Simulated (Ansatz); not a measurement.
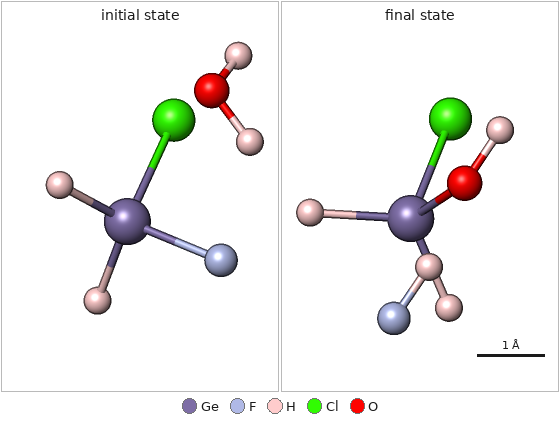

The two relaxed end points of a path for GeH4OClF. A ball-and-stick model, seen from a free direction.

These are results of Ansatz, RKS BHLYP-D4/def2-SVP, not measurements.

Settings: 5 movable images; climbing image; force threshold 0.05 eV/Å; iteration limit 60.

Start:
```xyz
8

Ge   -0.1163    0.2373   -0.1506
F    -0.2502    0.1325    1.5768
H     1.3293    0.0932   -0.5685
H    -0.7988    1.5508   -0.5062
Cl   -1.3407   -1.3376   -0.9544
O     1.1011   -2.1812    1.0654
H     0.4059   -2.7726    0.7810
H     0.7278   -1.7237    1.8190
```

End:
```xyz
8

Ge   -0.0692   -0.3992   -0.3121
F     0.9889    0.1249    2.3136
H     1.2750    0.1770   -0.7119
H    -1.1129    0.5685    0.2097
Cl   -0.9026   -1.4132   -2.0317
O     0.1757   -1.7094    0.8751
H    -0.0797   -2.5865    0.5961
H     0.7829   -0.7635    2.1237
```

**What barrier does the band find between them, and by what path?**

The highest point, image 3, lies 0.87 eV above the start and 0.68 eV above the end; the end is at +0.19 eV relative to the start. Breaking: Ge1–F2 (1.74 → 2.05 at the top → 2.88 Å), O6–H8 (0.96 → 1.10 at the top → 1.68 Å). Forming: F2–H8 (2.11 → 1.26 at the top → 0.93 Å), Ge1–O6 (2.97 → 1.92 at the top → 1.78 Å). The band converged in 15 iterations. The largest component of the band force went from 5.1 to 0.032 eV/Å. The climbing image converged on the top of the path. Its vibrational analysis gives one imaginary mode (666i cm⁻¹), as a transition state must have.

Energies of the converged images:

| image | path (Å) | E (eV) |
| --- | --- | --- |
| 0 | 0.00 | 0.000 |
| 1 | 0.89 | 0.241 |
| 2 | 1.78 | 0.541 |
| 3 | 2.66 | 0.871 |
| 4 | 3.06 | 0.473 |
| 5 | 3.46 | 0.213 |
| 6 | 3.86 | 0.189 |

The geometry at the top of the path:

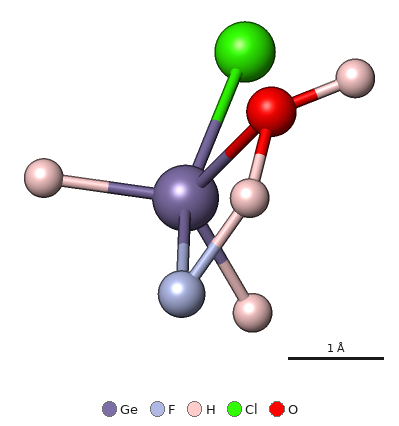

The run took 5.4 min on 2 threads of Arm Neoverse N1, on a shared host, peak memory 0.24 GiB.
